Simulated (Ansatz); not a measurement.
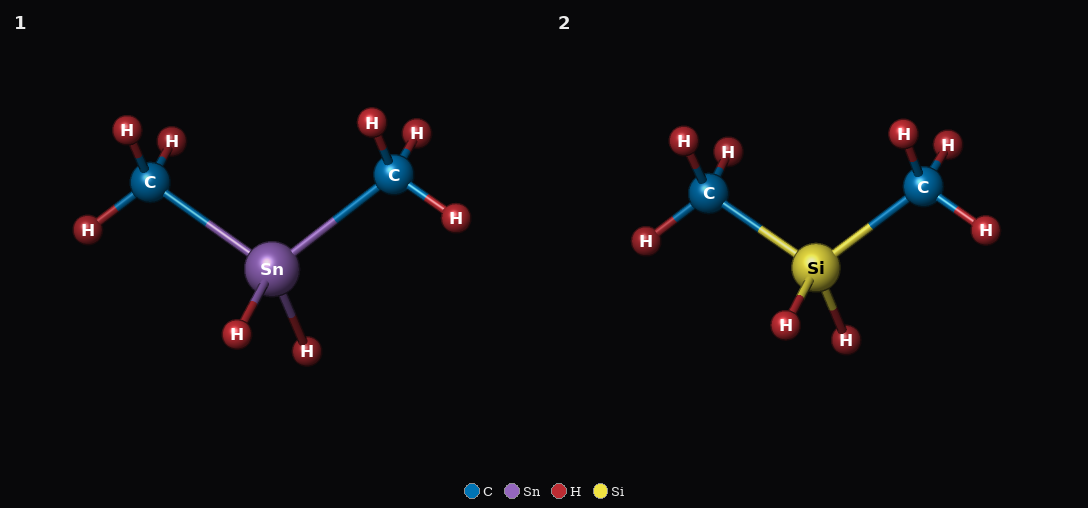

2 molecules with one skeleton, seen from the same side and at one scale. Charge 0, singlet. Computed geometries: PBE0-D4/def2-TZVP optimisations, one conformation each. Properties computed with Ansatz 0.2.0. Elements past Kr carry core potentials.

One atom differs, called X below: Sn in panel 1, Si in panel 2. Their formulas are C2H8Sn (`[CH3][SnH2][CH3]`), C2H8Si (`C[SiH2]C`).

In which is the mean length of X–C larger (PBE0-D4/def2-TZVP)?

In panel 1 (X = Sn).

In which is the dipole moment larger (ωB97M-V/def2-TZVPP)?

In panel 2 (X = Si).

Give the values. With PBE0-D4/def2-TZVP: mean length of X–C (Å), mean length of X–H (Å), angle C–X–C (°). With PBE0-D4/def2-QZVPP: HOMO energy (Kohn–Sham orbital) (eV), HOMO–LUMO gap (eV). With ωB97M-V/def2-TZVPP: dipole moment (D).

```json
{"quantity": "mean length of X–C (Å)", "1 (Sn)": "2.142", "2 (Si)": "1.872", "2 − 1": "−0.270"}
{"quantity": "mean length of X–H (Å)", "1 (Sn)": "1.714", "2 (Si)": "1.491", "2 − 1": "−0.223"}
{"quantity": "angle C–X–C (°)", "1 (Sn)": "109.9", "2 (Si)": "111.5", "2 − 1": "+1.6"}
{"quantity": "HOMO energy (Kohn–Sham orbital) (eV)", "1 (Sn)": "−8.04", "2 (Si)": "−8.82", "2 − 1": "−0.78"}
{"quantity": "HOMO–LUMO gap (eV)", "1 (Sn)": "8.37", "2 (Si)": "9.44", "2 − 1": "+1.07"}
{"quantity": "dipole moment (D)", "1 (Sn)": "0.73", "2 (Si)": "0.79", "2 − 1": "+0.06"}
```
